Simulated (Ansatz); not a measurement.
# PBE-QIDH/def2-SVP run of CH5AlFN (SMILES C[NH][AlH][F])

What is the vertical ionisation energy of CH5AlFN at PBE-QIDH/def2-SVP? 

The results are computed with Ansatz 0.2.0.

122 further runs of the same task are left out: 122 set aside as unsound or not needed. Runs told in other sessions of the task aren't counted.

## Step 1: The system as given

CH5AlFN: 9 atoms, total charge 0, spin state singlet. SMILES: `C[NH][AlH][F]`. Geometry: relaxed at PBE0-D4/def2-TZVP. This is one conformer, not always the lowest.

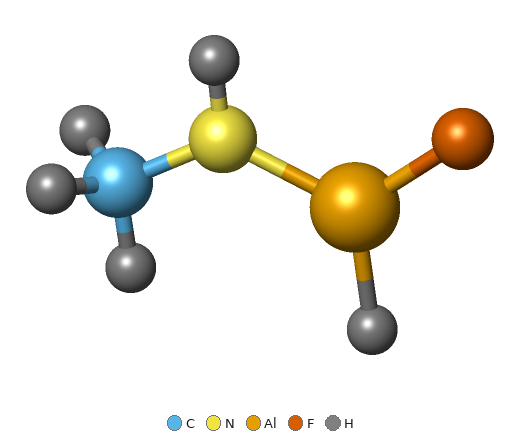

Viewed from a chosen angle; carbon blue, nitrogen yellow, aluminium amber, fluorine orange, hydrogen grey.

## Step 2: A single-point energy at PBE-QIDH/def2-SVP

The input, job.yaml:

```yaml
basis:
  gaussian: {orbitals: def2-SVP}
crystal:
  periodic: [false, false, false]
  atoms:
    - symbol: C
      position_ang: [-0.498500, 0.834500, -0.836100]
    - symbol: "N"
      position_ang: [-0.009500, -0.442400, -0.359300]
    - symbol: Al
      position_ang: [0.650300, -0.801700, 1.230200]
    - symbol: F
      position_ang: [1.143100, -2.349500, 1.529300]
    - symbol: H
      position_ang: [-1.557500, 0.796500, -1.116400]
    - symbol: H
      position_ang: [-0.401400, 1.589000, -0.050800]
    - symbol: H
      position_ang: [0.064700, 1.198400, -1.703100]
    - symbol: H
      position_ang: [-0.081000, -1.165900, -1.058800]
    - symbol: H
      position_ang: [0.778300, 0.294800, 2.347800]
magnetization: {spin_polarized: false, initial_magnetization: 0}
hamiltonian: {xc: {name: PBE-QIDH}}
correlation: {frozen_orbitals: {Al: 5, C: 1, F: 1, H: 0, "N": 1}}
accuracy: high
output: {orbitals: {seedname: orbitals}}
```

On the command line:

```sh
$ ansatz run job.yaml --threads 1 --pin off --max-ram 2610MiB --events-out events.jsonl --progress --plain --runs-dir runs
```

The log of the run:

```text
Warning: RAYON_NUM_THREADS=1 ignored (pool sized by the plan → 1); use --threads N
Functional definition: PBE-QIDH
  name "PBE-QIDH"
  parameter a = 3^(-1/3)
  parameter c = 1/3
  exchange = (1 - a)*pbe_x + a*exact_x
  correlation = (1 - c)*pbe_c + c*(mp2_os + mp2_ss)
1942 factors; integrals over basis functions are off by at most 8.1e-9 eV
mean field evaluation 1: about -11895.5278 eV, gradient 4.5e1 eV
mean field evaluation 2: about -11895.5900 eV, gradient 4.5e1 eV
mean field evaluation 4: about -11899.6951 eV, gradient 2.2e0 eV
mean field evaluation 8: about -11899.7178 eV, gradient 2.1e-1 eV
mean field evaluation 16: about -11899.7179 eV, gradient 2.4e-5 eV
mean field -11899.71789316 eV, -437.3065666553 hartree, gradient 8.7e-8 eV, S^2 0.000000; 0 other end points of the search recorded, 0 dependent functions left out
8 core orbitals not correlated: weight in the atoms' cores, before any rotation towards them, 1.000 or more for the frozen orbitals, at most 0.000 for the correlated occupied ones
reference -11899.71789434 eV, -437.3065666984 hartree; 12, 12 occupied and 65, 65 virtual orbitals, 1942 factors
second order -17.25614107 eV of doubles, -0.00000000 eV of singles
Total energy: -11905.46994136 eV, -437.5179505276 hartree
```

Run time: 9.6 s. Hardware: 1 thread of Arm Neoverse V2, shared host; peak memory 0.27 GiB.

## Step 3: The doublet cation, same level

The input, input.yaml:

```yaml
crystal:
  periodic: [false, false, false]
  atoms:
    - symbol: C
      position_ang: [-0.498500, 0.834500, -0.836100]
    - symbol: N
      position_ang: [-0.009500, -0.442400, -0.359300]
    - symbol: Al
      position_ang: [0.650300, -0.801700, 1.230200]
    - symbol: F
      position_ang: [1.143100, -2.349500, 1.529300]
    - symbol: H
      position_ang: [-1.557500, 0.796500, -1.116400]
    - symbol: H
      position_ang: [-0.401400, 1.589000, -0.050800]
    - symbol: H
      position_ang: [0.064700, 1.198400, -1.703100]
    - symbol: H
      position_ang: [-0.081000, -1.165900, -1.058800]
    - symbol: H
      position_ang: [0.778300, 0.294800, 2.347800]
basis:
  gaussian: {orbitals: def2-SVP}
total_charge: 1
magnetization: {spin_polarized: true, initial_magnetization: 1}
hamiltonian: {xc: {name: PBE-QIDH}}
correlation: {frozen_orbitals: {Al: 5, C: 1, F: 1, H: 0, "N": 1}}
accuracy: high
output: {orbitals: {seedname: orbitals}}
```

On the command line:

```sh
$ ansatz run input.yaml --threads 1 --pin off --max-ram 2610MiB --events-out events.jsonl --progress --plain --runs-dir runs
```

The log of the run:

```text
Warning: RAYON_NUM_THREADS=1 ignored (pool sized by the plan → 1); use --threads N
Functional definition: PBE-QIDH
  name "PBE-QIDH"
  parameter a = 3^(-1/3)
  parameter c = 1/3
  exchange = (1 - a)*pbe_x + a*exact_x
  correlation = (1 - c)*pbe_c + c*(mp2_os + mp2_ss)
1943 factors; integrals over basis functions are off by at most 8.1e-9 eV
mean field evaluation 1: about -11876.0830 eV, gradient 5.2e1 eV
mean field evaluation 2: about -11876.1587 eV, gradient 5.2e1 eV
mean field evaluation 4: about -11889.9847 eV, gradient 9.4e0 eV
mean field evaluation 8: about -11890.8092 eV, gradient 4.8e-1 eV
mean field evaluation 16: about -11890.8146 eV, gradient 1.3e-3 eV
mean field evaluation 32: about -11883.7484 eV, gradient 4.2e1 eV
mean field -11890.81458356 eV, -436.9793760622 hartree, gradient 8.9e-8 eV, S^2 0.757370; 2 other end points of the search recorded, 0 dependent functions left out
8 core orbitals not correlated: weight in the atoms' cores, before any rotation towards them, 1.000 or more for the frozen orbitals, at most 0.000 for the correlated occupied ones
reference -11890.81458477 eV, -436.9793761068 hartree; 12, 11 occupied and 65, 66 virtual orbitals, 1943 factors
second order -16.02358744 eV of doubles, -0.00000000 eV of singles
Total energy: -11896.15578059 eV, -437.1756614326 hartree
```

It took 17 s on 1 thread of Arm Neoverse V2, shared host; peak memory 0.5 GiB.

## Step 4: Summary of results

At PBE-QIDH/def2-SVP, 8 core orbitals frozen:

```
                                                                quantity          value
                                           singlet CH5AlFN: total energy  -437.51795 Eh
                      singlet CH5AlFN: HOMO energy (SCF part's orbitals)       -9.13 eV
                      singlet CH5AlFN: LUMO energy (SCF part's orbitals)        1.57 eV
                    singlet CH5AlFN: HOMO–LUMO gap (SCF part's orbitals)       10.71 eV
                                            doublet cation: total energy  -437.17566 Eh
doublet cation: HOMO energy (SCF part's orbitals) (highest over α and β)      -16.88 eV
 doublet cation: LUMO energy (SCF part's orbitals) (lowest over α and β)       -8.82 eV
                                                    doublet cation: ⟨S²⟩          0.757
                      vertical ionisation energy (to the doublet cation)       9.314 eV
```

In words: The vertical ionisation energy comes to 9.31 eV (899 kJ/mol). The negative HOMO energy of the first species, 9.13 eV, lies 0.18 eV below that difference.
